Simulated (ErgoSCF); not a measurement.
# HF/STO-3G run of C2H2Cl2F2 (1,1-dichloro-2,2-difluoroethane)

Aim: the energy change on altering one bond length of C2H2Cl2F2 (1,1-dichloro-2,2-difluoroethane) at HF/STO-3G, from 2 runs. 

The results are computed with ErgoSCF 3.8.

6 further runs of the same task are left out: 4 that didn't finish, 2 set aside as unsound or not needed. Runs told in other sessions of the task aren't counted.

### 1 The system as given

The species is C2H2Cl2F2 (8 atoms), meant as a singlet with charge 0. SMILES: `FC(F)C(Cl)Cl`. The shape is that of a PBE0-D4/def2-TZVP optimisation. This is one conformer, not always the lowest.

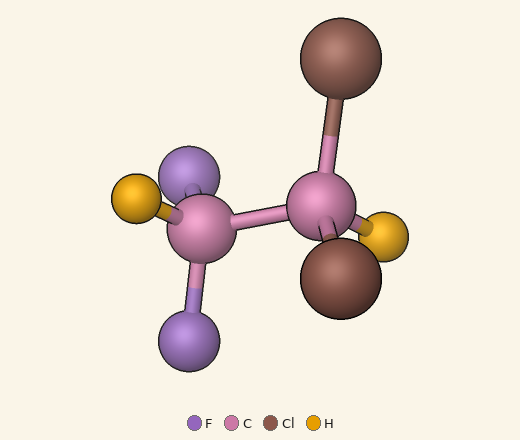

Viewed from a chosen angle; fluorine purple, carbon pink, chlorine brown, hydrogen amber.

### 2 The energy at HF/STO-3G

Input file run.inp:

```
# HF on C2H2Cl2F2
set_nthreads("env")
spin_polarization = 0
tmpdir = "."
charge = 0
basis = "STO-3G"
scf.use_diagonalization = 1
scf.output_mulliken_pop = 1
scf.max_number_of_iterations = 120
molecule_inline Angstrom
F        0.408370      -1.137320       1.314790
C        0.672870      -0.311460       0.282290
F        1.286580      -1.040250      -0.671770
C       -0.639670       0.230610      -0.271540
Cl      -0.309580       1.248420      -1.669870
Cl      -1.486960       1.117430       0.991650
H        1.340900       0.487530       0.616660
H       -1.272520      -0.594960      -0.592210
EOF
run "HF"
```

The basis set STO-3G is read from a file made from the Basis Set Exchange's data (not shown).

Run with:

```
$ ergo run.inp
```

Output:

```text
INMA ERGO version 3.8
INMA reading input from file run.inp
INMA  spin_polarization := 0
INMA  charge := 0
INMA  basis := STO-3G
INMA Basis really set to STO-3G
INMA  use_diagonalization := 1
INMA  output_mulliken_pop := 1
INMA  max_number_of_iterations := 120
INMA F (charge=9.0) 0.771707 -2.149223 2.484593
INMA C (charge=6.0) 1.271540 -0.588574 0.533451
INMA F (charge=9.0) 2.431284 -1.965788 -1.269461
INMA C (charge=6.0) -1.208801 0.435790 -0.513136
INMA Cl (charge=17.0) -0.585021 2.359172 -3.155597
INMA Cl (charge=17.0) -2.809947 2.111637 1.873947
INMA H (charge=1.0) 2.533934 0.921298 1.165319
INMA H (charge=1.0) -2.404714 -1.124311 -1.119115
INMA running HF
INMA Running HF
INSC SCF_general constructor, number of basis functions: 40
INSC Min internuclear distance:      2.05702 a.u.  =      1.08853 Angstrom
INSC Max internuclear distance:      7.34698 a.u.  =      3.88785 Angstrom
INSC Euclidean norm of overlap matrix =          2.20499224058  (acc 1.49e-08)
INSC Euclidean norm of invCholFactor after truncation =          2.06041970331
INSC Beginning of SCF cycle 1
INSC nuclearEnergy, energy_2el, energy = 380.494884, 776.595270, -1106.325825
INSC Energy   1 =      -1106.32582463563
INSC maxabs FDS-SDF is     48.2
INDE E_HOMO =          0.43333960355
INDE E_LUMO =          0.59887905514
INSC Beginning of SCF cycle 2
INSC nuclearEnergy, energy_2el, energy = 380.494884, 833.314752, -1179.595502
INSC Energy   2 =      -1179.59550214060
INSC maxabs FDS-SDF is    0.335
INSC using DIIS to get combined Fock matrix, number of iters used for DIIS:  2
INDE E_HOMO =         -0.35248713648
INDE E_LUMO =         -0.03995838498
INSC Beginning of SCF cycle 3
INSC nuclearEnergy, energy_2el, energy = 380.494884, 837.010766, -1180.870322
INSC Energy   3 =      -1180.87032199507  ( diff     -1.274819854469570 )
INSC maxabs FDS-SDF is    0.158
INSC using DIIS to get combined Fock matrix, number of iters used for DIIS:  3
INDE E_HOMO =         -0.37435654640
INDE E_LUMO =          0.29499330146
INSC Beginning of SCF cycle 4
INSC nuclearEnergy, energy_2el, energy = 380.494884, 834.257429, -1181.182320
INSC Energy   4 =      -1181.18231993797  ( diff     -0.311997942898415 )
INSC maxabs FDS-SDF is   0.0276
INSC using DIIS to get combined Fock matrix, number of iters used for DIIS:  4
INDE E_HOMO =         -0.39350206940
INDE E_LUMO =          0.30470784279
INSC Beginning of SCF cycle 5
INSC nuclearEnergy, energy_2el, energy = 380.494884, 834.115077, -1181.191278
INSC Energy   5 =      -1181.19127805162  ( diff     -0.008958113651261 )
INSC maxabs FDS-SDF is  0.00669
INSC using DIIS to get combined Fock matrix, number of iters used for DIIS:  5
INDE E_HOMO =         -0.39764874992
INDE E_LUMO =          0.30712421099
INSC Beginning of SCF cycle 6
INSC nuclearEnergy, energy_2el, energy = 380.494884, 834.035892, -1181.192058
INSC Energy   6 =      -1181.19205753054  ( diff     -0.000779478921459 )
INSC maxabs FDS-SDF is  0.00139
INSC using DIIS to get combined Fock matrix, number of iters used for DIIS:  6
INDE E_HOMO =         -0.39826207339
INDE E_LUMO =          0.30224329651
INSC Beginning of SCF cycle 7
INSC nuclearEnergy, energy_2el, energy = 380.494884, 834.037881, -1181.192095
INSC Energy   7 =      -1181.19209517136  ( diff     -0.000037640823166 )
INSC maxabs FDS-SDF is  0.00032
INSC using DIIS to get combined Fock matrix, number of iters used for DIIS:  7
INDE E_HOMO =         -0.39811881345
INDE E_LUMO =          0.30302389746
INSC Beginning of SCF cycle 8
INSC nuclearEnergy, energy_2el, energy = 380.494884, 834.037685, -1181.192097
INSC Energy   8 =      -1181.19209698566  ( diff     -0.000001814295047 )
INSC maxabs FDS-SDF is 8.16e-05
INSC using DIIS to get combined Fock matrix, number of iters used for DIIS:  8
INDE E_HOMO =         -0.39813182900
INDE E_LUMO =          0.30298653326
INSC Beginning of SCF cycle 9
INSC nuclearEnergy, energy_2el, energy = 380.494884, 834.037684, -1181.192097
INSC Energy   9 =      -1181.19209706951  ( diff     -0.000000083855412 )
INSC maxabs FDS-SDF is 1.34e-05
INSC using DIIS to get combined Fock matrix, number of iters used for DIIS:  9
INDE E_HOMO =         -0.39813230399
INDE E_LUMO =          0.30298497309
INSC Beginning of SCF cycle 10
INSC nuclearEnergy, energy_2el, energy = 380.494884, 834.037687, -1181.192097
INSC Energy  10 =      -1181.19209707260  ( diff     -0.000000003091827 )
INSC maxabs FDS-SDF is 1.86e-06
INSC using DIIS to get combined Fock matrix, number of iters used for DIIS: 10
INDE E_HOMO =         -0.39813340700
INDE E_LUMO =          0.30298489492
INSC Beginning of SCF cycle 11
INSC nuclearEnergy, energy_2el, energy = 380.494884, 834.037682, -1181.192097
INSC Energy  11 =      -1181.19209707267  ( diff     -0.000000000062755 )
INSC maxabs FDS-SDF is 2.73e-07
INSC using DIIS to get combined Fock matrix, number of iters used for DIIS: 10
INDE E_HOMO =         -0.39813340257
INDE E_LUMO =          0.30298501553
INSC Beginning of SCF cycle 12
INSC nuclearEnergy, energy_2el, energy = 380.494884, 834.037681, -1181.192097
INSC Energy  12 =      -1181.19209707267  ( diff     -0.000000000000455 )
INSC maxabs FDS-SDF is 4.75e-08
RESC CONVERGED after  12 iterations.
RESC FINAL ENERGY:      -1181.19209707267
TISC Main SCF loop took      5.19 usr cpu s       0.05 sys cpu s       5.24 wall s
INSC SCF: dipole_moment_x [atomic units] =       0.14476875
INSC SCF: dipole_moment_y [atomic units] =      -0.35510234
INSC SCF: dipole_moment_z [atomic units] =       0.04650025
INSC Sum of Mulliken charges (electrons):      66.0000000
INSC Mulliken charge of atom 0 =      -0.1425895
INSC Mulliken charge of atom 1 =       0.2642107
INSC Mulliken charge of atom 2 =      -0.1425922
INSC Mulliken charge of atom 3 =      -0.0030696
INSC Mulliken charge of atom 4 =      -0.1012556
INSC Mulliken charge of atom 5 =      -0.1012094
INSC Mulliken charge of atom 6 =       0.0886107
INSC Mulliken charge of atom 7 =       0.1378948
INSC Sum of Mulliken atomic charges:       0.0000000
```

Run time: 6 s. Hardware: 1 thread of Arm Neoverse N1, shared host; peak memory 0.5 GiB.

### 3 The distorted shape, same level

Input file ergo.in:

```
set_nthreads("env")
molecule_inline
F      0.02318505    -4.45723843     5.65548731
C      0.52301761    -2.89658921     3.70434508
F      1.68276143    -4.27380271     1.90143298
C     -1.95732352    -1.87222537     2.65775806
Cl    -0.58502141     2.35917189    -3.15559696
Cl    -3.55846957    -0.19637845     5.04484121
H      1.78541135    -1.38671694     4.33621281
H     -3.15323670    -3.43232657     2.05177959
EOF
scf.use_diagonalization = 1
basis = "STO-3G"
tmpdir = "."
scf.output_mulliken_pop = 1
scf.max_number_of_iterations = 120
run "HF"
```

The basis set STO-3G is read from a file made from the Basis Set Exchange's data (not shown).

Run with:

```
$ ergo ergo.in
```

Output:

```text
[...]
INSC SCF_general constructor, number of basis functions: 40
[...]
INSC Energy   1 =      -1104.79737294571
[...]
INDE E_LUMO =         -0.07157830548
[...]
INSC Energy  26 =      -1180.91055504292  ( diff     -0.000000000026603 )
[...]
RESC CONVERGED after  26 iterations.
RESC FINAL ENERGY:      -1180.91055504292
[...]
INSC SCF: dipole_moment_x [atomic units] =      -0.30684747
INSC SCF: dipole_moment_y [atomic units] =      -1.45397373
INSC SCF: dipole_moment_z [atomic units] =       1.95947005
[...]
```

Wall time 11 s (1 thread of Arm Neoverse N1, shared host); peak memory 0.5 GiB.

### 4 Summary of results

At HF/STO-3G:

```
                                                          quantity           value
                                         first shape: total energy  -1181.19210 Eh
                                        first shape: dipole moment          0.98 D
                                     distorted shape: total energy  -1180.91056 Eh
                                    distorted shape: dipole moment          6.25 D
energy change with the C4–Cl5 bond stretched from 1.761 to 3.874 Å        7.661 eV
```

**Reading.** One bond (distorted shape) is far stretched, which a spin-restricted single reference describes badly; a broken-symmetry solution may lie lower. With the C4–Cl5 bond stretched from 1.761 to 3.874 Å the energy rises by 7.66 eV (739 kJ/mol). The first shape isn't relaxed at this level, so the change isn't measured from a minimum. A restricted reference can't describe the breaking bond well at this length. The minimal basis adds a large error of its own. Mulliken charges (distorted shape) run from -0.35 on Cl5 to +0.25 on C2.
